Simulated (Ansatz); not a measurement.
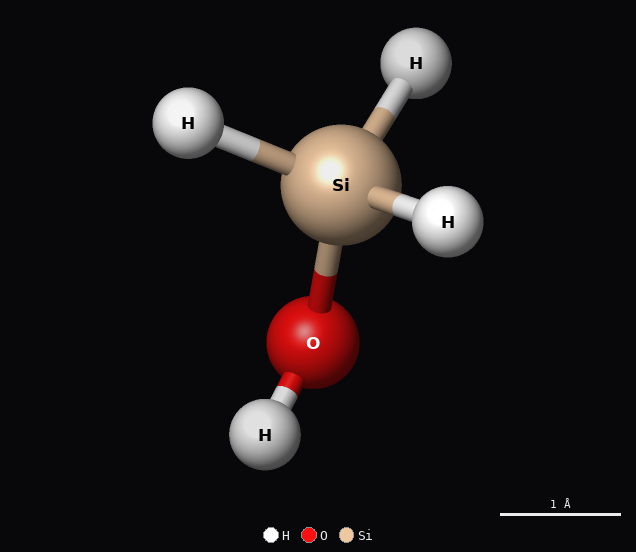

Every bond is drawn as one stick, whatever its order.

The computed structure is the end point of a PBE0-D4/def2-TZVP optimisation.

Identify the structure.

The molecule is H4OSi. This geometry has Cs symmetry. Coordination: 1 O bent; 1 Si tetrahedral.

The parts below concern this one geometry. Atoms keep their numbers from picture to picture.

### Geometry

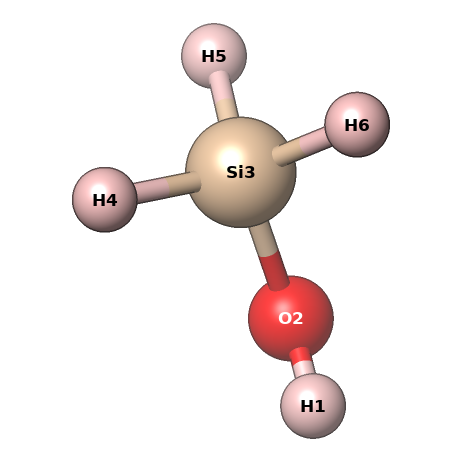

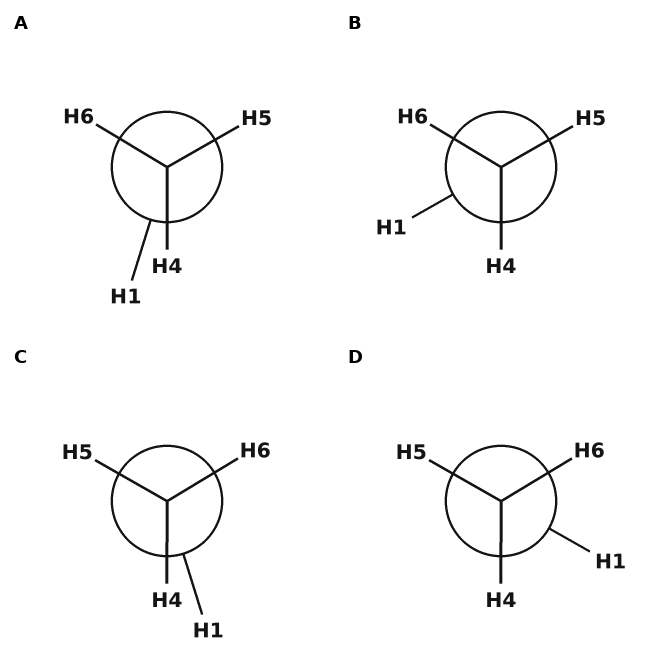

Atoms fade into the background with distance from the viewer. Bonds that would overlap in a projection are set slightly apart.

Question: Which Newman projection shows the view along Si3–O2, with Si3 in front?

Answer: D. The torsion angle H4–Si3–O2–H1 is −60°, synclinal (gauche).

### Electronic properties

Method: RHF-CCSD(T), frozen core/def2-TZVPP (Ansatz 0.2.0).

Question: What is the T1 diagnostic?

Answer: 0.011.

### Vibrations

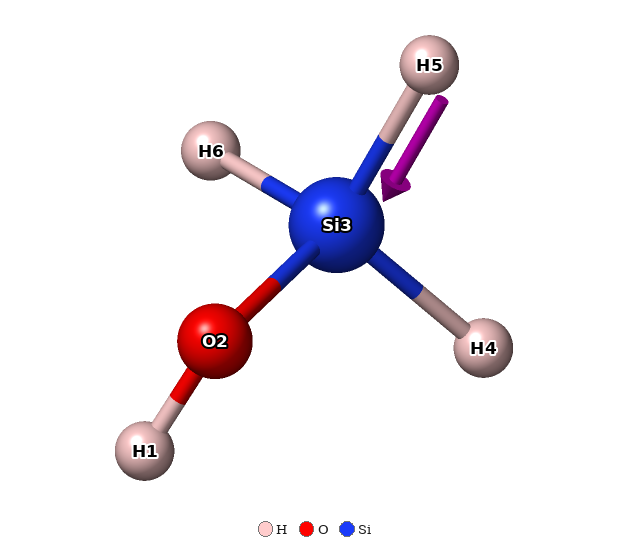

The arrows show one normal mode. Harmonic vibrations computed with RKS PBE0-D4/def2-TZVP (Ansatz 0.2.0) at a stationary point of the same level.

Question: What kind of motion is it?

Answer: Mostly Si–H stretching.

Question: At what wavenumber does it lie?

Answer: 2261 cm⁻¹; it is mode 11 of 12 counted from the lowest.

### Dipole moment

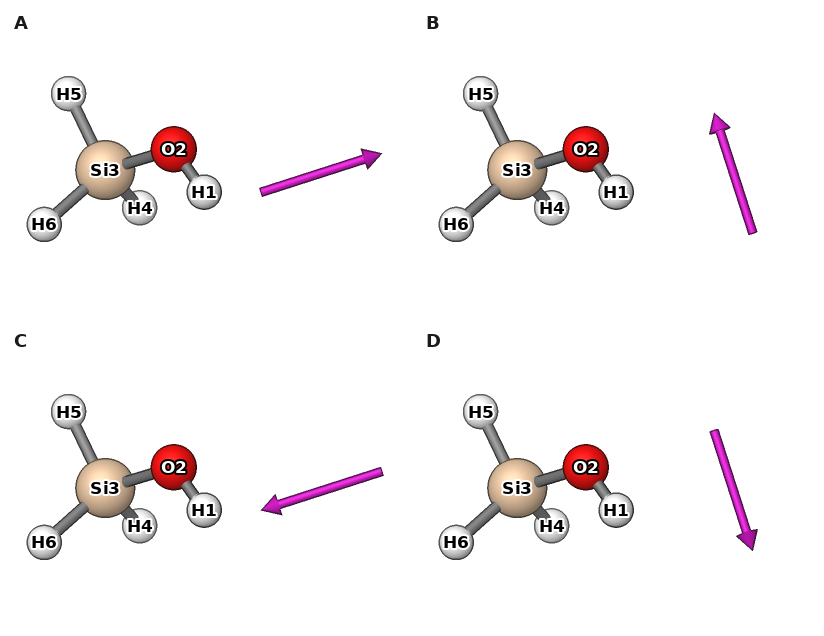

The same molecule four times, each with an arrow. Properties computed with RKS PBE0-D4/def2-TZVP (Ansatz 0.2.0).

Question: Which arrow points along the dipole moment, from the negative to the positive end?

Answer: D. The dipole moment is 1.36 D; it points from the side of H5 to the side of H1 (the outermost atoms at the two ends).

### Charges

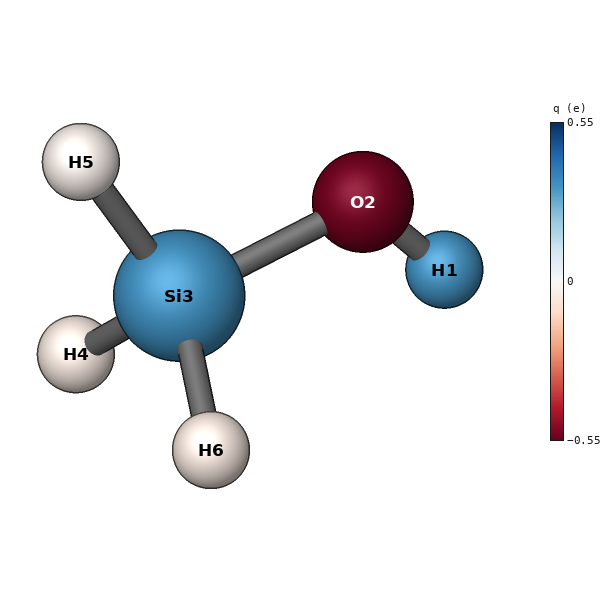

Atoms are coloured by their Mulliken charges. Method: RKS PBE0-D4/def2-TZVP (Ansatz 0.2.0).

Question: Which atom carries the highest charge (most positive or least negative)?

Answer: Si3 (0.33 e).

Question: And the lowest?

Answer: O2 (−0.53 e).

List the Mulliken charges.

```tsv
atom	value (e)
H1	0.32
O2	−0.53
Si3	0.33
H4	−0.05
H5	−0.03
H6	−0.05
```

Mulliken values depend strongly on the basis set and can even reverse the polarity of a bond.
